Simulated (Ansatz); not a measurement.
# A hypothetical structure for BaSb2Os2, part 2 of 2

This structure for BaSb2Os2 is made up. Its elements were placed in a known structure type with a cell scaled to their sizes. What cell does the guess relax to, and how far off was it?

Ansatz 0.2.0; DFT, r2SCAN, plane-wave PAW, files of the set soft_1, scalar-relativistic, no spin, cell and ions relaxed at zero pressure; PAW set soft_1 (the session's first sound run).

So far: Starting point; Relaxing cell and atoms. The relaxed cell has a = 4.448, c = 12.536 Å (conventional setting).

## 3. Electronic structure of the relaxed cell

With the geometry fixed, one more self-consistent run, with a narrower smearing and the mesh shown in its input, gives the bands, and its pressure, and its forces where symmetry allows any, show how far the geometry depends on these settings.

This step: DFT, r2SCAN, plane-wave PAW, files of the set soft_1, scalar-relativistic, no spin, bands and density of states at the relaxed cell; PAW set soft_1 (Ansatz 0.2.0).

The input, input.yaml:

```yaml
crystal:
  lattice:
    - [-2.2239564919, 2.2239564919, 6.2680069467]
    - [2.2239564919, -2.2239564919, 6.2680069467]
    - [2.2239564919, 2.2239564919, -6.2680069467]
  atoms:
    - { symbol: Os, position: [0.75, 0.25, 0.5] }
    - { symbol: Os, position: [0.25, 0.75, 0.5] }
    - { symbol: Ba, position: [0.0, 0.0, 0.0] }
    - { symbol: Sb, position: [0.3562619533, 0.3562619533, 0.0] }
    - { symbol: Sb, position: [0.6437380467, 0.6437380467, 0.0] }
kpoints:
  mp_grid: { grid: [10, 10, 10] }
  band_path:
    path:
      - [[0.0, 0.0, 0.0], [-0.5, 0.5, 0.0], [-0.5, 0.5, -0.06294535], [-0.28147267, 0.28147267, -0.28147267], [0.0, 0.0, 0.0], [0.5, 0.5, -0.5], [0.28147267, 0.71852733, -0.71852733], [0.0, 0.5, -0.5], [-0.25, 0.75, -0.25], [0.06294535, 0.93705465, -0.5], [0.5, 0.5, -0.5]]
      - [[-0.5, 0.5, 0.0], [-0.25, 0.75, -0.25]]
    npoints: 7
scf:
  occupations: { method: fermi_dirac, width: 0.03 }
  n_extra_bands: 9
hamiltonian:
  xc: r2scan
  pseudopotentials: { kind: paw, azcp: { folder: soft_1 } }
output:
  forces: true
  stress: true
  write_bands: true
  dos: { projected: true }
  write_density: true
  write_potential: true
  elf: true
  volumetric_format: npy
```

Started as:

```sh
$ ansatz run input.yaml --threads 4 --pin off --max-ram 8192MiB --backend cpu --events-out ev --progress --plain --runs-dir out
```

Numbers of over 12 decimals in the logs are rounded to 6 here.

What it wrote:

```text
[...]
Crystal: 5 atoms, lattice volume = 124.006 Å³
Basis set: ecut = 500 eV, 3131 PW (Γ), exchange–correlation on 216×216×216 points (64 copies of the dense FFT grid, shifted against one another)
Bands: 45, of which v1, the nominal top of the filled ones, is band 36 counted from 1 (35 counted from 0)
Symmetry: 16 space group operations
[...]
k-points: 102 of 1000
[...]
SCF iter   1: F=—  HF=-41762.167763 eV  |F-HF|=—  |Δ(HF+E_count)|=         —  Δρ=4.52e-2  dr2=7.49e0  dr2_τ=9.15e-2  ethr=3.10e-3  ⟨swp⟩=10.6  Hψ=22782  notcnv=0
[...]
SCF iter  10: F=-41761.331965 eV  HF=-41761.331965 eV  |F-HF|=5.83e-8  |Δ(HF+E_count)|=   9.37e-9  Δρ=4.96e-6  dr2=9.61e-8  dr2_τ=3.74e-9  ethr=1.39e-10  ⟨swp⟩=18.3  Hψ=33795  notcnv=0
SCF 1 converged in 10 iterations: F = -41761.331965 eV  dr2 = 9.61e-8
[...]
NSCF: frozen V_eff on 79 k-points
SCF converged after 10 iterations
Free energy (F): -41761.331965 eV
[...]
Internal energy: -41761.325127 eV  (E = F + TS)
E sigma→0 (E₀):  -41761.328546 eV
Entropy (-TS):   -0.006838 eV (-1.368 meV/atom)
Fermi energy:    13.845803 eV
[...]
--- Forces (eV/Å), atoms counted from 1 ---
  atom   1  Os    -0.00000000     0.00000000     0.00000000
  atom   2  Os     0.00000000    -0.00000000     0.00000000
  atom   3  Ba     0.00000000     0.00000000     0.00000000
  atom   4  Sb     0.00000000    -0.00000000    -0.01388996
  atom   5  Sb     0.00000000    -0.00000000     0.01388996
  max |Σ_I F_I| component: 2.08e-17 eV/Å
--- Stress (GPa, compression-positive) ---
       -0.058730       0.000000       0.000000
        0.000000      -0.058730      -0.000000
       -0.000000      -0.000000       0.111684
  P = ⅓ Tr σ = -0.0019 GPa (-0.019 kbar)
--- Band table (eV; the first three rows and the last of 102) ---
  k-point 0: bands = [... 32 lower, 12.7263, 13.6010, 13.6010, 13.6980, 14.2180, 15.3964, 16.8351, 16.8351, ... 5 higher]
  k-point 1: bands = [... 32 lower, 12.7517, 13.4073, 13.4200, 13.4674, 14.2585, 15.4217, 15.8077, 17.1456, ... 5 higher]
  k-point 2: bands = [... 32 lower, 12.6507, 13.0155, 13.0402, 13.0676, 14.3458, 15.0844, 15.4922, 17.1871, ... 5 higher]
  k-point 101: bands = [... 32 lower, 13.7017, 13.7507, 13.9539, 13.9539, 14.4246, 15.3964, 15.7569, 17.4676, ... 5 higher]
```

Run time: 27 s. Hardware: 4 threads of Arm Neoverse V2, shared host; peak memory 1.5 GiB.

The column dr2 measures how far the density is from self-consistency, as an energy; F and HF (Harris–Foulkes) agree once it is small.

This step gave:

- free energy: -41761.3320 eV
- energy at zero smearing: -41761.3285 eV
- smearing term TS: 0.006838 eV
- Fermi energy: 13.85 eV
- pressure: -0.001925 GPa

bands.tsv at the labelled points (eV, zero at the Fermi level; the bands that come nearest the Fermi level along the path):

| point | band 33 | band 34 | band 35 | band 36 | band 37 | band 38 | band 39 | band 40 |
| --- | --- | --- | --- | --- | --- | --- | --- | --- |
| Γ | -1.12 | -0.24 | -0.24 | -0.15 | 0.37 | 1.55 | 2.99 | 2.99 |
| X | -2.09 | -1.01 | -0.51 | -0.50 | -0.49 | -0.46 | 1.60 | 1.63 |
| Y | -2.14 | -1.12 | -0.52 | -0.44 | -0.43 | -0.29 | 1.61 | 1.71 |
| S | -1.60 | -1.54 | -1.45 | -0.20 | 0.56 | 1.23 | 2.16 | 2.55 |
| Γ | -1.12 | -0.24 | -0.24 | -0.15 | 0.37 | 1.55 | 2.99 | 2.99 |
| Z | -0.14 | -0.10 | 0.11 | 0.11 | 0.58 | 1.55 | 1.91 | 3.62 |
| S1 | -1.60 | -1.54 | -1.45 | -0.20 | 0.56 | 1.23 | 2.16 | 2.55 |
| N | -1.73 | -1.68 | -1.23 | -0.83 | 1.06 | 1.13 | 1.71 | 3.01 |
| P | -2.06 | -0.76 | -0.76 | -0.50 | -0.49 | -0.46 | 1.62 | 1.62 |
| Y1 | -2.14 | -1.12 | -0.52 | -0.44 | -0.43 | -0.29 | 1.61 | 1.71 |
| Z | -0.14 | -0.10 | 0.11 | 0.11 | 0.58 | 1.55 | 1.91 | 3.62 |
| X | -2.09 | -1.01 | -0.51 | -0.50 | -0.49 | -0.46 | 1.60 | 1.63 |
| P | -2.06 | -0.76 | -0.76 | -0.50 | -0.49 | -0.46 | 1.62 | 1.62 |

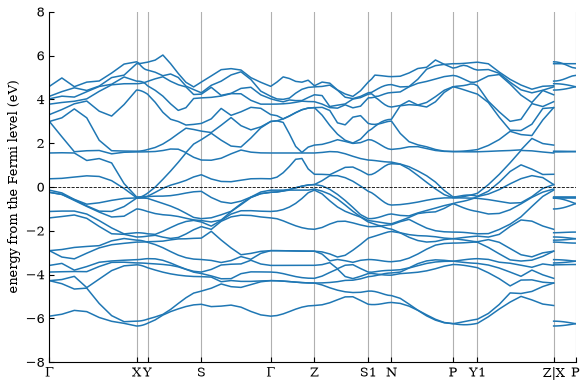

Bands along the path. 24 bands lie wholly below the window drawn.

Counts of states for the cell as run, both spins, by energy window (eV from the Fermi level):

| from | to | total |
| --- | --- | --- |
| -8 | -7 | 0.00 |
| -7 | -6 | 0.35 |
| -6 | -5 | 2.59 |
| -5 | -4 | 2.98 |
| -4 | -3 | 5.77 |
| -3 | -2 | 3.19 |
| -2 | -1 | 5.11 |
| -1 | 0 | 4.01 |
| 0 | 1 | 2.31 |
| 1 | 2 | 3.93 |
| 2 | 3 | 1.80 |
| 3 | 4 | 3.37 |

A further 48.0 states lie below the table's range.

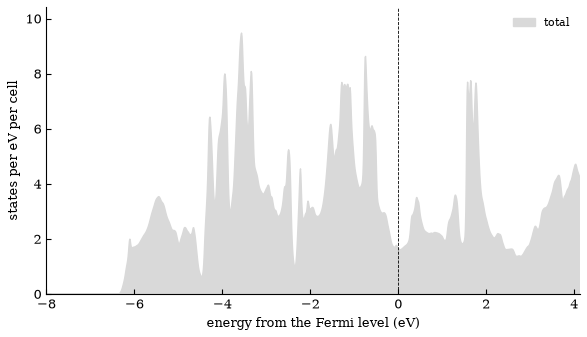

Total density of states, smoothed over about 0.04 eV.

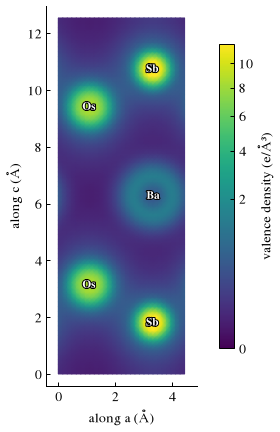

Valence density in the ac plane of the conventional cell at fractional y = 0.000, with atoms of Os and Ba and Sb within 0.2 Å of it. It is the smooth field of the valence electrons, not physical close to the nuclei. The map starts off the cell's origin, so that atoms lie inside it. The colour scale is stretched toward low values.

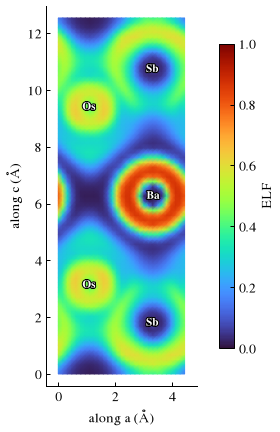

ELF in the ac plane of the conventional cell at fractional y = 0.000, with atoms of Os and Ba and Sb within 0.2 Å of it. It is the smooth field of the valence electrons, not physical close to the nuclei. The map starts off the cell's origin, so that atoms lie inside it.

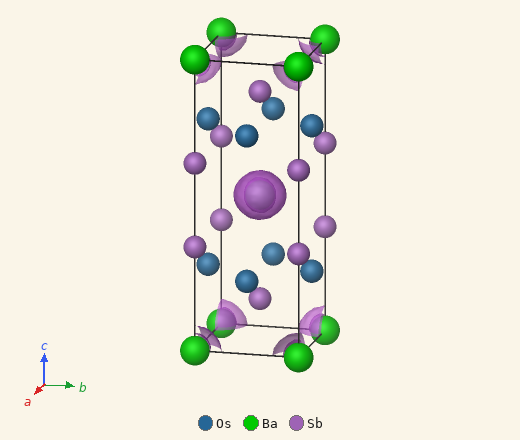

Surface of ELF = 0.8.

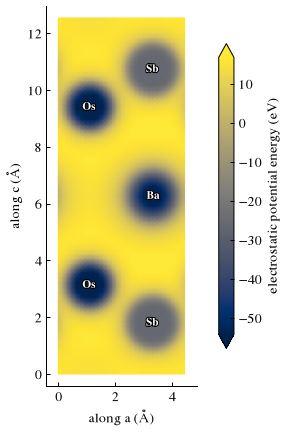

Electrostatic potential energy in the ac plane of the conventional cell at fractional y = 0.000, with atoms of Os and Ba and Sb within 0.2 Å of it. With pseudopotentials it is smooth inside the atoms' cores, unlike the true potential. The map starts off the cell's origin, so that atoms lie inside it.

## 4. Summary of results

| Property | Result |
| --- | --- |
| space group, relaxed | I4/mmm |
| conventional cell | a = 4.448, b = 4.448, c = 12.536 Å; α = 90.0°, β = 90.0°, γ = 90.0° |
| volume per atom | 24.80 Å³ (guess 25.54) |

In words: BaSb2Os2 relaxes to I4/mmm with a = 4.448, b = 4.448 and c = 12.536 Å. The guessed volume was 3 % too large. The space group I4/mmm was held in the relaxation, so the end point is a stationary structure within it and may be a saddle against distortions or other arrangements. Bands cross the Fermi level, so it is a metal or semimetal at this level. On the 10×10×10 mesh with the narrower smearing (relaxed on 8×8×8) the largest force component is 0.014 eV/Å and the largest stress component is 0.112 GPa, against the relaxation's thresholds of 0.015 eV/Å and 0.05 GPa. The cutoff wasn't tested. Spin-orbit coupling is left out, which can matter for elements this heavy. No dispersion term is used, so weakly bound directions may come out too long. The runs have no spin, and magnetism wasn't tested. Nothing here tests whether the compound is stable against decomposition.

[Logs are printed without paths, hosts, clocks, repeated set-up lines and the standing remarks that a program may print on its own settings, such as how far it seeks lower states.]

[Hosts, paths, dates, database ids (printed as entryN), source tags and the programs' standing remarks are cut or masked in the printed files.]
